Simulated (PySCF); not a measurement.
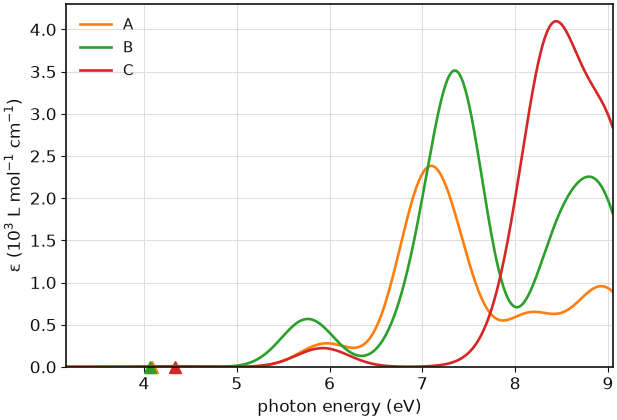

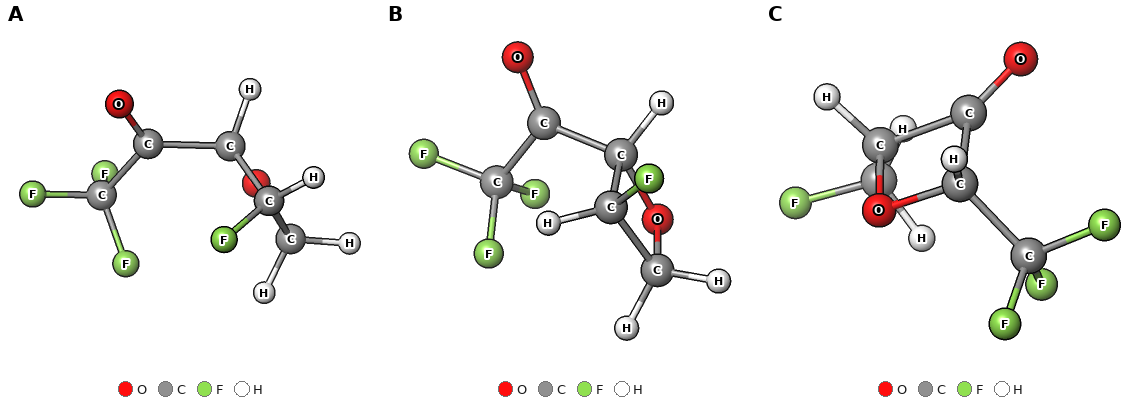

Related molecules: A is C₅H₄F₄O₂, SMILES O=C([C@@H]1OC[C@@H]1F)C(F)(F)F; B is C₅H₄F₄O₂, SMILES O=C([C@@H]1OC[C@H]1F)C(F)(F)F; C is C₅H₄F₄O₂, SMILES O=C1[C@H](C(F)(F)F)O[C@@H]1CF. Vertical TDDFT absorption, ωB97X-D/def2-SVPD with PySCF 2.14.0, at a PBE0-D3(BJ)/def2-SVP geometry (no frequency check); Gaussians of 1/e half-width 0.40 eV, triangles mark S1, and the range ends where the computed states of one molecule run out.

### How does the lowest singlet move?

A: 4.09 eV (f = 0.000, mainly HOMO → LUMO (77 %)); B: 4.06 eV (f = 0.000, mainly HOMO → LUMO (70 %)); C: 4.34 eV (f = 0.000, mainly HOMO → LUMO (96 %)). From A to B it hardly moves. From A to C it shifts 0.25 eV to the blue.

### And the brightest state of each within the range drawn?

A: S3 at 6.98 eV, f = 0.04; B: S4 at 7.38 eV, f = 0.08; C: S8 at 8.44 eV, f = 0.06.

Caveats, for all or some of the runs: core orbitals are frozen in the response; one conformer of a flexible molecule.
